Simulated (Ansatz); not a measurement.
# Ir: a strain scan, part 1 of 2

The task, for Ir: see how energy and stress answer to the strain pattern (0, 0, 0, 0, 0, 1).

Program: Ansatz 0.2.0. Level of theory: DFT r2SCAN, scalar-relativistic, plane waves, PAW. These are calculated values, not measurements.

1 further run of the same task is left out (set aside as unsound or not needed).

## 1. The system as given

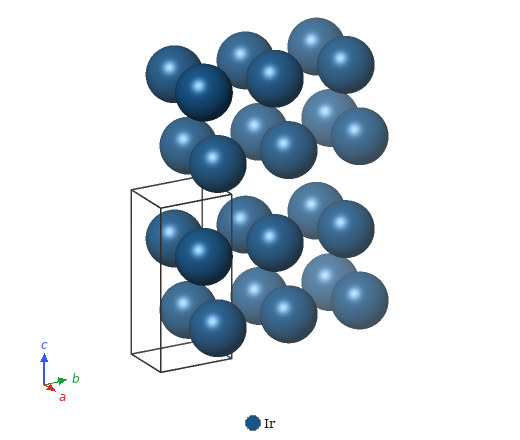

Start, viewed slightly off an axis; iridium blue. 2×3×2 cells are drawn.

Structure file:

```
CELL_PARAMETERS angstrom
2.75138 0.00000 0.00000
-1.37569 2.38276 0.00000
0.00000 0.00000 4.46229
ATOMIC_POSITIONS crystal
Ir 0.66667 0.33333 0.75000
Ir 0.33333 0.66667 0.25000
```

It goes back to an entry of the Materials Project, which need not be the stable form.

The cell is taken as given, not relaxed at this level.

## 2. Zero of energy

The reference gives a free energy of -23897.2617 eV, pressure -8.81 GPa, largest force 0.000 eV/Å and gap on the mesh none (metal). It was computed beforehand with the settings of the runs below.

## 3. The scan: a strain scan

The cell is strained by ε times the Voigt pattern (0, 0, 0, 0, 0, 1) (xx, yy, zz, yz, xz, xy; engineering shear), with fractional coordinates fixed (clamped ions). The stress on the pattern is the sum of the stress components weighted by it, tension positive.

## 4. ε = -0.1500

input.yaml

```yaml
crystal:
  lattice:
    - [2.7513778946, -0.2063533421, 0.0]
    - [-1.5543961837, 2.4859398232, 0.0]
    - [0.0, 0.0, 4.46229]
  atoms:
    - { symbol: Ir, position: [0.6666666667, 0.3333333333, 0.75] }
    - { symbol: Ir, position: [0.3333333333, 0.6666666667, 0.25] }
basis:
  ecutwfc: 500
kpoints:
  mp_grid: { grid: [18, 18, 12] }
hamiltonian:
  xc: r2scan
scf:
  occupations: { method: gaussian, width: 0.15 }
output:
  forces: true
  stress: true
  eigenvalues: true
  write_density: true
  write_potential: true
  elf: true
  volumetric_format: npy
```

Command:

```bash
> ansatz run input.yaml --threads 1 --pin off --max-ram 2560MiB --backend cpu --events-out ev --progress --plain --runs-dir out
```

Standard output:

```text
Warning: RAYON_NUM_THREADS=1 ignored (pool sized by the plan → 1); use --threads N
Engine: ansatz 0.2.0, x86_64-unknown-linux-gnu
Pseudopotentials: kind: paw
Pseudopotential: Ir, paw, valence charge 17, recommended cutoff 500 eV (meta_gga), Ir.paw.azcp
Functional definition: r2SCAN
  parameter k0 = 0.174
  parameter k1 = 0.065
  parameter a1 = 4.9479
  exchange = r2scan_x(k0 = k0, k1 = k1, a1 = a1)
  correlation = r2scan_c
Crystal: 2 atoms, lattice volume = 29.090 Å³
Basis set: ecut = 500 eV, 745 PW (Γ), exchange–correlation on 96×96×144 points (64 copies of the dense FFT grid, shifted against one another)
Bands: 21, of which v1, the nominal top of the filled ones, is band 17 counted from 1 (16 counted from 0)
Symmetry: 4 space group operations
Space group: P21/m (ITA 11), of the structure as read, at distance tolerance 3.1e-5 Å
k-points: 1148 of 3888
Non-local potential: Ir, projectors of the file, l = 0: 3, l = 1: 2, l = 2: 2, l = 3: 1
PAW form: soft (Blöchl's): semilocal exchange-correlation on the pseudo side does not see the compensation charge
PAW frozen core: Ir, regenerated for the run's functional (the file was generated under x = pbe(κ = 0.804, μ = 0.2195149727645171), c = pbe(β = 0.06672455060314922))
PAW one-centre angular grid: Ir, 590 points (default); XC on 160 Gauss nodes
Initial density: superposition of atomic densities (neutral atoms: chi_scale 0, normalization atom), corrected by the library's trained network
Initial wavefunctions: pseudopotential atomic-orbital guess
Functional: x = r2scan, c = r2scan; τ floored in thin density (d = 2e-4 eV/Å³)
SCF iter   1: F=—  HF=-23896.815389 eV  |F-HF|=—  |Δ(HF+E_count)|=         —  Δρ=1.13e-2  dr2=1.19e-2  dr2_τ=5.90e-2  ethr=1.77e-3  ⟨swp⟩=4.9  Hψ=93543  notcnv=0
preconditioner: auto → none  [metal: Δε(μ)=0.003 eV  Ē_g=8.155 eV  σ=0.150 eV  W_gap=0.01  n_scr=6 (ndim 8)  ℏωp=29.2 eV  f_vac=0.000  D(μ)=2.54/eV (n_scr^D=30)  sad-step TF]
SCF iter   2: F=—  HF=-23896.868863 eV  |F-HF|=—  |Δ(HF+E_count)|=   5.35e-2  Δρ=6.86e-3  dr2=4.88e-3  dr2_τ=6.33e-4  ethr=3.50e-5  ⟨swp⟩=2.0  Hψ=43710  notcnv=0
SCF iter   3: F=—  HF=-23896.872771 eV  |F-HF|=—  |Δ(HF+E_count)|=   3.91e-3  Δρ=1.32e-3  dr2=4.94e-4  dr2_τ=7.40e-5  ethr=1.43e-5  ⟨swp⟩=2.0  Hψ=34703  notcnv=0
SCF iter   4: F=—  HF=-23896.872721 eV  |F-HF|=—  |Δ(HF+E_count)|=   5.00e-5  Δρ=3.11e-4  dr2=1.42e-5  dr2_τ=4.57e-6  ethr=1.45e-6  ⟨swp⟩=2.1  Hψ=34910  notcnv=0
SCF iter   5: F=—  HF=-23896.872780 eV  |F-HF|=—  |Δ(HF+E_count)|=   5.81e-5  Δρ=1.76e-4  dr2=7.45e-6  dr2_τ=6.86e-7  ethr=4.17e-8  ⟨swp⟩=2.1  Hψ=36506  notcnv=0
SCF iter   6: F=—  HF=-23896.872792 eV  |F-HF|=—  |Δ(HF+E_count)|=   1.26e-5  Δρ=3.31e-5  dr2=2.85e-7  dr2_τ=2.16e-8  ethr=2.19e-8  ⟨swp⟩=2.0  Hψ=34505  notcnv=0
SCF iter   7: F=-23896.872793 eV  HF=-23896.872793 eV  |F-HF|=2.05e-8  |Δ(HF+E_count)|=   3.62e-7  Δρ=8.79e-6  dr2=1.71e-8  dr2_τ=1.08e-9  ethr=2.94e-10  ⟨swp⟩=9.4  Hψ=166093  notcnv=0
SCF 1 converged in 7 iterations: F = -23896.872793 eV  dr2 = 1.71e-8
SCF converged after 7 iterations
Free energy (F): -23896.872793 eV
Harris-Foulkes:  -23896.872793 eV  (|F-HF|=2.05e-8)
Internal energy: -23896.844349 eV  (E = F + TS)
E sigma→0 (E₀):  -23896.858571 eV
Entropy (-TS):   -0.028443 eV (-14.222 meV/atom)
Fermi energy:    24.778512 eV
--- Per-component energies (eV) ---
  E_band       = -225.946990
  E_kinetic    = 1246.811859
  E_local      = -2214.940601  (includes V_loc(G=0)·N_el)
  E_nonlocal   = 148.412902
  E_hartree    = 849.173592
  E_xc         = -510.351597
  E_vxc        = -666.365270  (∫ρ·V_xc dr)
  E_paw        = -18499.609551  (= ΣΔE_a)
  E_vpaw       = -479.647563  (= ΣTr[D̂ρ^β])
  E_aug_tail   = -0.000028  (compensation charges beyond the density's cutoff)
  E_vtau       = 41.430178  (kinetic-family band-sum trace: ∫τ·v_τ [+ j·A + Jᵃ·Aᵃ] dr)
  E_ewald      = -4915.707138
  E_core_change = -0.633787  (= ΣΔE_core)
  E_smearing   = -0.028443  (= −TS)
  E_closure    = 0.000000  (closes the sum)
  Σ components = -23896.872793   (vs F -23896.872793, Δ=0.00e0)
--- Forces (eV/Å), atoms counted from 1 ---
  atom   1  Ir    -0.24118209     0.02007916    -0.00000000
  atom   2  Ir     0.24118209    -0.02007916     0.00000000
  max |Σ_I F_I| component: 0.00e0 eV/Å
--- Stress (GPa, compression-positive) ---
       -2.236337      26.836279      -0.000000
       26.836279      11.157709      -0.000000
       -0.000000      -0.000000     -10.097183
  P = ⅓ Tr σ = -0.3919 GPa (-3.919 kbar)
--- Band table (eV; the first three rows and the last of 1148) ---
  k-point 0: bands = ["-70.1124", "-70.0443", "-26.7899", "-26.1182", "-26.0090", "-26.0061", "-25.9843", "-25.8722", "13.4977", "16.5795", "19.5687", "20.1840", "20.9010", "22.0798", "22.6094", "22.8669", "23.0936", "24.0934", "24.7287", "25.4942", "31.9865"]
  k-point 1: bands = ["-70.1113", "-70.0455", "-26.7772", "-26.1176", "-26.0198", "-26.0107", "-25.9813", "-25.8740", "13.5777", "16.5844", "19.5508", "20.1544", "20.8514", "22.1502", "22.4762", "23.0464", "23.0625", "23.7818", "24.7328", "25.4985", "32.4220"]
  k-point 2: bands = ["-70.1079", "-70.0489", "-26.7401", "-26.1188", "-26.0546", "-26.0158", "-25.9750", "-25.8795", "13.8132", "16.5898", "19.5104", "20.0717", "20.7161", "22.2271", "22.4322", "22.9199", "23.0175", "23.4186", "24.7284", "25.4966", "33.5507"]
  k-point 1147: bands = ["-70.0501", "-70.0501", "-26.6640", "-26.6640", "-26.2029", "-26.2029", "-25.9901", "-25.9901", "16.7947", "16.7947", "18.5637", "18.5637", "23.4008", "23.4008", "23.5276", "23.5276", "25.4575", "25.4575", "26.5726", "26.5726", "31.5233"]
```

Wall time 75 s (1 thread of AMD EPYC 7R43 (Zen 3), shared host); peak memory 0.99 GiB.

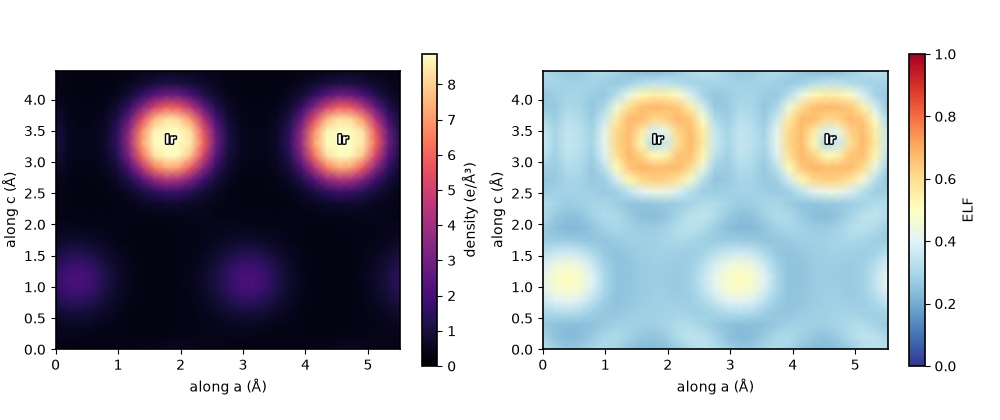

Density (left) and ELF (right) in a lattice plane of the grid's cell (edges 2.76 and 4.46 Å, at 0.333 of the third edge), which holds Ir. Only atoms in the plane are labelled. Both are smooth fields of the valence electrons: close to the nuclei they are not physical.

## 5. Variant: mp_grid.grid [9, 9, 6], occupations.method tetrahedron_uncorrected, width left out

input.yaml

```yaml
crystal:
  lattice:
    - [2.7513778946, -0.2063533421, 0.0]
    - [-1.5543961837, 2.4859398232, 0.0]
    - [0.0, 0.0, 4.46229]
  atoms:
    - { symbol: Ir, position: [0.6666666667, 0.3333333333, 0.75] }
    - { symbol: Ir, position: [0.3333333333, 0.6666666667, 0.25] }
basis:
  ecutwfc: 500
kpoints:
  mp_grid: { grid: [9, 9, 6] }
hamiltonian:
  xc: r2scan
scf:
  occupations: { method: tetrahedron_uncorrected }
output:
  forces: true
  eigenvalues: true
  stress: true
```

Command:

```bash
> ansatz run input.yaml --threads 1 --pin off --max-ram 2560MiB --backend cpu --events-out ev --progress --plain --runs-dir out
```

Standard output:

```text
Warning: RAYON_NUM_THREADS=1 ignored (pool sized by the plan → 1); use --threads N
Engine: ansatz 0.2.0, x86_64-unknown-linux-gnu
Pseudopotentials: kind: paw
Pseudopotential: Ir, paw, valence charge 17, recommended cutoff 500 eV (meta_gga), Ir.paw.azcp
Functional definition: r2SCAN
  parameter k0 = 0.174
  parameter k1 = 0.065
  parameter a1 = 4.9479
  exchange = r2scan_x(k0 = k0, k1 = k1, a1 = a1)
  correlation = r2scan_c
Crystal: 2 atoms, lattice volume = 29.090 Å³
Basis set: ecut = 500 eV, 745 PW (Γ), exchange–correlation on 96×96×144 points (64 copies of the dense FFT grid, shifted against one another)
Bands: 21, of which v1, the nominal top of the filled ones, is band 17 counted from 1 (16 counted from 0)
Symmetry: 4 space group operations
Space group: P21/m (ITA 11), of the structure as read, at distance tolerance 3.1e-5 Å
k-points: 164 of 486
Non-local potential: Ir, projectors of the file, l = 0: 3, l = 1: 2, l = 2: 2, l = 3: 1
PAW form: soft (Blöchl's): semilocal exchange-correlation on the pseudo side does not see the compensation charge
PAW frozen core: Ir, regenerated for the run's functional (the file was generated under x = pbe(κ = 0.804, μ = 0.2195149727645171), c = pbe(β = 0.06672455060314922))
PAW one-centre angular grid: Ir, 590 points (default); XC on 160 Gauss nodes
Initial density: superposition of atomic densities (neutral atoms: chi_scale 0, normalization atom), corrected by the library's trained network
Initial wavefunctions: pseudopotential atomic-orbital guess
Functional: x = r2scan, c = r2scan; τ floored in thin density (d = 2e-4 eV/Å³)
SCF iter   1: F=—  HF=-23896.672311 eV  |F-HF|=—  |Δ(HF+E_count)|=         —  Δρ=1.18e-2  dr2=1.32e-2  dr2_τ=5.97e-2  ethr=1.77e-3  ⟨swp⟩=5.1  Hψ=14011  notcnv=0
preconditioner: auto → none  [metal: no gap  n_scr=6 (ndim 8)  ℏωp=29.2 eV  f_vac=0.000  sad-step TF]
SCF iter   2: F=—  HF=-23896.725154 eV  |F-HF|=—  |Δ(HF+E_count)|=   5.28e-2  Δρ=7.05e-3  dr2=5.14e-3  dr2_τ=6.45e-4  ethr=3.87e-5  ⟨swp⟩=2.0  Hψ=6891  notcnv=0
SCF iter   3: F=—  HF=-23896.729070 eV  |F-HF|=—  |Δ(HF+E_count)|=   3.92e-3  Δρ=1.35e-3  dr2=5.41e-4  dr2_τ=8.20e-5  ethr=1.51e-5  ⟨swp⟩=2.2  Hψ=5616  notcnv=0
SCF iter   4: F=—  HF=-23896.728999 eV  |F-HF|=—  |Δ(HF+E_count)|=   7.08e-5  Δρ=3.40e-4  dr2=1.67e-5  dr2_τ=4.85e-6  ethr=1.59e-6  ⟨swp⟩=2.0  Hψ=5542  notcnv=0
SCF iter   5: F=—  HF=-23896.729066 eV  |F-HF|=—  |Δ(HF+E_count)|=   6.73e-5  Δρ=1.62e-4  dr2=5.83e-6  dr2_τ=4.62e-7  ethr=4.90e-8  ⟨swp⟩=2.8  Hψ=5783  notcnv=0
SCF iter   6: F=—  HF=-23896.729080 eV  |F-HF|=—  |Δ(HF+E_count)|=   1.43e-5  Δρ=3.27e-5  dr2=2.81e-7  dr2_τ=2.14e-8  ethr=1.71e-8  ⟨swp⟩=3.0  Hψ=5938  notcnv=0
SCF iter   7: F=-23896.729081 eV  HF=-23896.729081 eV  |F-HF|=1.81e-8  |Δ(HF+E_count)|=   3.95e-7  Δρ=7.89e-6  dr2=1.37e-8  dr2_τ=8.15e-10  ethr=2.94e-10  ⟨swp⟩=4.7  Hψ=12593  notcnv=0
SCF 1 converged in 7 iterations: F = -23896.729081 eV  dr2 = 1.37e-8
SCF converged after 7 iterations
Free energy (F): -23896.729081 eV
Harris-Foulkes:  -23896.729081 eV  (|F-HF|=1.81e-8)
Internal energy: -23896.727634 eV  (E = F + TS)
E sigma→0 (E₀):  -23896.729081 eV
Entropy (-TS):   -0.001447 eV (-0.724 meV/atom)
Fermi energy:    24.778798 eV
--- Per-component energies (eV) ---
  E_band       = -225.854776
  E_kinetic    = 1246.883088
  E_local      = -2214.894621  (includes V_loc(G=0)·N_el)
  E_nonlocal   = 148.451282
  E_hartree    = 849.145457
  E_xc         = -510.339851
  E_vxc        = -666.347091  (∫ρ·V_xc dr)
  E_paw        = -18499.632036  (= ΣΔE_a)
  E_vpaw       = -479.669965  (= ΣTr[D̂ρ^β])
  E_aug_tail   = -0.000028  (compensation charges beyond the density's cutoff)
  E_vtau       = 41.428018  (kinetic-family band-sum trace: ∫τ·v_τ [+ j·A + Jᵃ·Aᵃ] dr)
  E_ewald      = -4915.707138
  E_core_change = -0.633787  (= ΣΔE_core)
  E_smearing   = -0.001447  (= −TS)
  E_closure    = 0.000000  (closes the sum)
  Σ components = -23896.729081   (vs F -23896.729081, Δ=0.00e0)
--- Forces (eV/Å), atoms counted from 1 ---
  atom   1  Ir    -0.20320853     0.01569372    -0.00000000
  atom   2  Ir     0.20320853    -0.01569372     0.00000000
  max |Σ_I F_I| component: 2.78e-17 eV/Å
--- Stress (GPa, compression-positive) ---
       -0.440494      25.953898      -0.000000
       25.953899      13.348795      -0.000000
       -0.000000      -0.000000     -11.056288
  P = ⅓ Tr σ = 0.6173 GPa (6.173 kbar)
--- Band table (eV; the first three rows and the last of 164) ---
  k-point 0: bands = ["-70.1131", "-70.0449", "-26.8068", "-26.1085", "-26.0233", "-25.9993", "-25.9796", "-25.8673", "13.4963", "16.5806", "19.5775", "20.1891", "20.8973", "22.0742", "22.6196", "22.8596", "23.1038", "24.0829", "24.7240", "25.4883", "31.9807"]
  k-point 1: bands = ["-70.1085", "-70.0495", "-26.7569", "-26.1140", "-26.0665", "-26.0061", "-25.9706", "-25.8747", "13.8122", "16.5913", "19.5185", "20.0769", "20.7112", "22.2278", "22.4300", "22.9290", "23.0077", "23.4172", "24.7242", "25.4918", "33.5450"]
  k-point 2: bands = ["-70.0961", "-70.0620", "-26.6195", "-26.2353", "-26.0728", "-26.0245", "-25.9499", "-25.8948", "14.6786", "16.4587", "19.4761", "19.8243", "20.3403", "21.1708", "22.1568", "22.5699", "23.1858", "24.1650", "24.5407", "25.3423", "36.7616"]
  k-point 163: bands = ["-70.0208", "-70.0208", "-26.6872", "-26.6872", "-26.2997", "-26.2997", "-26.1713", "-26.1713", "17.5453", "17.5453", "19.2532", "19.2532", "21.5259", "21.5259", "22.9913", "22.9913", "25.3776", "25.3776", "27.0227", "27.0227", "36.0706"]
```

Run time: 8.9 s. Hardware: 1 thread of AMD EPYC 7R43 (Zen 3), shared host; peak memory 0.51 GiB.

| run | ending | energy change | pressure (GPa) | gap (eV) | force (eV/Å) | cycles | time |
| --- | --- | --- | --- | --- | --- | --- | --- |
| step 4 | converged | 0 | -0.4 | 0.00 | 0.24 | 7 | 75 s |
| variant | converged | +64.7 meV/atom (σ→0) | 0.6 | 0.00 | 0.20 | 7 | 8.9 s |

Changing the k-point mesh and smearing moves the energy by +64.7 meV/atom (σ→0 values), and the pressure goes from -0.4 to 0.6 GPa and the largest force goes from 0.24 to 0.20 eV/Å. More than one kind of setting changed, and this run alone doesn't tell their shares apart. These settings are too coarse to quote as the system's properties.

## 6. ε = 0.1125

input.yaml: that of step 4 with these lines changed.

```diff
@@ -2,4 +2,4 @@
   lattice:
-    - [2.7513778946, -0.2063533421, 0.0]
-    - [-1.5543961837, 2.4859398232, 0.0]
+    - [2.7513778946, 0.1547650066, 0.0]
+    - [-1.24165852, 2.3053806488, 0.0]
     - [0.0, 0.0, 4.46229]
@@ -20,5 +20 @@
   eigenvalues: true
-  write_density: true
-  write_potential: true
-  elf: true
-  volumetric_format: npy
```

Command:

```bash
> ansatz run input.yaml --threads 1 --pin off --max-ram 2560MiB --backend cpu --events-out ev --progress --plain --runs-dir out
```

Standard output:

```text
Warning: RAYON_NUM_THREADS=1 ignored (pool sized by the plan → 1); use --threads N
Engine: ansatz 0.2.0, x86_64-unknown-linux-gnu
Pseudopotentials: kind: paw
Pseudopotential: Ir, paw, valence charge 17, recommended cutoff 500 eV (meta_gga), Ir.paw.azcp
Functional definition: r2SCAN
  parameter k0 = 0.174
  parameter k1 = 0.065
  parameter a1 = 4.9479
  exchange = r2scan_x(k0 = k0, k1 = k1, a1 = a1)
  correlation = r2scan_c
Crystal: 2 atoms, lattice volume = 29.162 Å³
Basis set: ecut = 500 eV, 741 PW (Γ), exchange–correlation on 96×80×144 points (64 copies of the dense FFT grid, shifted against one another)
Bands: 21, of which v1, the nominal top of the filled ones, is band 17 counted from 1 (16 counted from 0)
Symmetry: 4 space group operations
Space group: P21/m (ITA 11), of the structure as read, at distance tolerance 3.1e-5 Å
k-points: 1148 of 3888
Non-local potential: Ir, projectors of the file, l = 0: 3, l = 1: 2, l = 2: 2, l = 3: 1
PAW form: soft (Blöchl's): semilocal exchange-correlation on the pseudo side does not see the compensation charge
PAW frozen core: Ir, regenerated for the run's functional (the file was generated under x = pbe(κ = 0.804, μ = 0.2195149727645171), c = pbe(β = 0.06672455060314922))
PAW one-centre angular grid: Ir, 590 points (default); XC on 160 Gauss nodes
Initial density: superposition of atomic densities (neutral atoms: chi_scale 0, normalization atom), corrected by the library's trained network
Initial wavefunctions: pseudopotential atomic-orbital guess
Functional: x = r2scan, c = r2scan; τ floored in thin density (d = 2e-4 eV/Å³)
SCF iter   1: F=—  HF=-23896.982624 eV  |F-HF|=—  |Δ(HF+E_count)|=         —  Δρ=1.09e-2  dr2=1.05e-2  dr2_τ=5.58e-2  ethr=1.77e-3  ⟨swp⟩=4.9  Hψ=93271  notcnv=0
preconditioner: auto → none  [metal: Δε(μ)=0.000 eV  Ē_g=8.129 eV  σ=0.150 eV  W_gap=0.00  n_scr=8 (ndim 8)  ℏωp=29.2 eV  f_vac=0.000  D(μ)=2.40/eV (n_scr^D=26)  sad-step TF]
SCF iter   2: F=—  HF=-23897.035359 eV  |F-HF|=—  |Δ(HF+E_count)|=   5.27e-2  Δρ=6.63e-3  dr2=4.37e-3  dr2_τ=6.06e-4  ethr=3.10e-5  ⟨swp⟩=2.0  Hψ=43759  notcnv=0
SCF iter   3: F=—  HF=-23897.039617 eV  |F-HF|=—  |Δ(HF+E_count)|=   4.26e-3  Δρ=1.32e-3  dr2=5.02e-4  dr2_τ=7.54e-5  ethr=1.29e-5  ⟨swp⟩=2.0  Hψ=34692  notcnv=0
SCF iter   4: F=—  HF=-23897.039578 eV  |F-HF|=—  |Δ(HF+E_count)|=   3.84e-5  Δρ=3.33e-4  dr2=1.80e-5  dr2_τ=4.26e-6  ethr=1.48e-6  ⟨swp⟩=2.0  Hψ=34339  notcnv=0
SCF iter   5: F=—  HF=-23897.039653 eV  |F-HF|=—  |Δ(HF+E_count)|=   7.48e-5  Δρ=1.94e-4  dr2=9.14e-6  dr2_τ=8.02e-7  ethr=5.30e-8  ⟨swp⟩=2.0  Hψ=34471  notcnv=0
SCF iter   6: F=—  HF=-23897.039670 eV  |F-HF|=—  |Δ(HF+E_count)|=   1.70e-5  Δρ=3.36e-5  dr2=2.87e-7  dr2_τ=2.11e-8  ethr=2.69e-8  ⟨swp⟩=2.0  Hψ=34529  notcnv=0
SCF iter   7: F=-23897.039671 eV  HF=-23897.039671 eV  |F-HF|=2.04e-8  |Δ(HF+E_count)|=   4.13e-7  Δρ=8.64e-6  dr2=1.59e-8  dr2_τ=1.06e-9  ethr=2.94e-10  ⟨swp⟩=5.7  Hψ=101806  notcnv=0
SCF 1 converged in 7 iterations: F = -23897.039671 eV  dr2 = 1.59e-8
SCF converged after 7 iterations
Free energy (F): -23897.039671 eV
Harris-Foulkes:  -23897.039671 eV  (|F-HF|=2.04e-8)
Internal energy: -23897.012764 eV  (E = F + TS)
E sigma→0 (E₀):  -23897.026217 eV
Entropy (-TS):   -0.026907 eV (-13.453 meV/atom)
Fermi energy:    24.726581 eV
--- Per-component energies (eV) ---
  E_band       = -228.409427
  E_kinetic    = 1245.920758
  E_local      = -2212.919795  (includes V_loc(G=0)·N_el)
  E_nonlocal   = 148.139787
  E_hartree    = 847.267664
  E_xc         = -510.154347
  E_vxc        = -666.081831  (∫ρ·V_xc dr)
  E_paw        = -18499.438419  (= ΣΔE_a)
  E_vpaw       = -479.421328  (= ΣTr[D̂ρ^β])
  E_aug_tail   = -0.000028  (compensation charges beyond the density's cutoff)
  E_vtau       = 41.413865  (kinetic-family band-sum trace: ∫τ·v_τ [+ j·A + Jᵃ·Aᵃ] dr)
  E_ewald      = -4915.194597
  E_core_change = -0.633787  (= ΣΔE_core)
  E_smearing   = -0.026907  (= −TS)
  E_closure    = -0.000000  (closes the sum)
  Σ components = -23897.039671   (vs F -23897.039671, Δ=0.00e0)
--- Forces (eV/Å), atoms counted from 1 ---
  atom   1  Ir     0.15628503     0.01593016     0.00000000
  atom   2  Ir    -0.15628503    -0.01593016    -0.00000000
  max |Σ_I F_I| component: 0.00e0 eV/Å
--- Stress (GPa, compression-positive) ---
       -5.150215     -21.424161      -0.000000
      -21.424162       2.310481      -0.000000
       -0.000000      -0.000000      -9.382242
  P = ⅓ Tr σ = -4.0740 GPa (-40.740 kbar)
--- Band table (eV; the first three rows and the last of 1148) ---
  k-point 0: bands = ["-70.1951", "-70.1277", "-26.8556", "-26.1993", "-26.1018", "-26.0901", "-26.0787", "-25.9890", "13.4377", "16.5380", "19.8375", "20.4474", "20.8712", "22.0961", "22.1188", "22.6476", "22.6677", "24.0328", "24.7401", "25.3094", "31.9131"]
  k-point 1: bands = ["-70.1939", "-70.1288", "-26.8430", "-26.1980", "-26.1025", "-26.0918", "-26.0892", "-25.9909", "13.5177", "16.5430", "19.8161", "20.4163", "20.8244", "22.0167", "22.1885", "22.6022", "22.8171", "23.7189", "24.7410", "25.3114", "32.3480"]
  k-point 2: bands = ["-70.1906", "-70.1322", "-26.8060", "-26.1957", "-26.1316", "-26.0971", "-26.0916", "-25.9965", "13.7531", "16.5483", "19.7678", "20.3299", "20.6960", "21.8709", "22.4042", "22.4795", "22.9380", "23.1636", "24.7291", "25.3037", "33.4749"]
  k-point 1147: bands = ["-70.1006", "-70.1006", "-26.8639", "-26.8639", "-26.3385", "-26.3385", "-26.2684", "-26.2684", "17.0305", "17.0305", "18.8382", "18.8382", "22.0837", "22.0837", "24.1141", "24.1141", "25.9358", "25.9358", "27.3521", "27.3521", "33.6564"]
```

Wall time 56 s (1 thread of AMD EPYC 7R43 (Zen 3), shared host); peak memory 0.98 GiB.

(Continued in part 2 of 2.)
